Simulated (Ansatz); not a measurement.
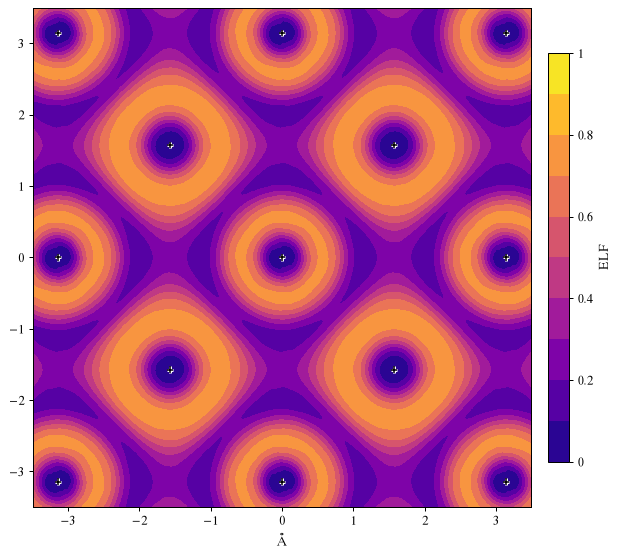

The electron localisation function on a plane through atoms (crosses mark nuclei in the plane).

All numbers below come from DFT PBE, scalar-relativistic, plane waves, PAW in Ansatz 0.2.0.

Candidates:
A. Mg2GeN2, a = 3.11 Å, b = 3.11 Å, c = 12.40 Å, α = 90.00°, β = 90.00°, γ = 90.00°. Space group I4/mmm; a generated structure, not necessarily the stable one.
B. W5C, a = 3.14 Å, b = 3.14 Å, c = 17.66 Å, α = 90.00°, β = 90.00°, γ = 90.00°. Space group I4/mmm; a generated structure, not necessarily the stable one.
C. B3Pd, a = 2.89 Å, b = 2.89 Å, c = 4.69 Å, α = 90.00°, β = 90.00°, γ = 120.00°. Space group P-3m1; a generated structure, not necessarily the stable one; computed without spin polarisation.

### Which system is this?

Candidate B: W5C on the (001) plane of the conventional cell, which holds W and C. W–C (2.22 Å): the ELF peaks at about 0.75 in the valence shell of C, 0.7 Å from its nucleus, and is about 0.25 at the midpoint.
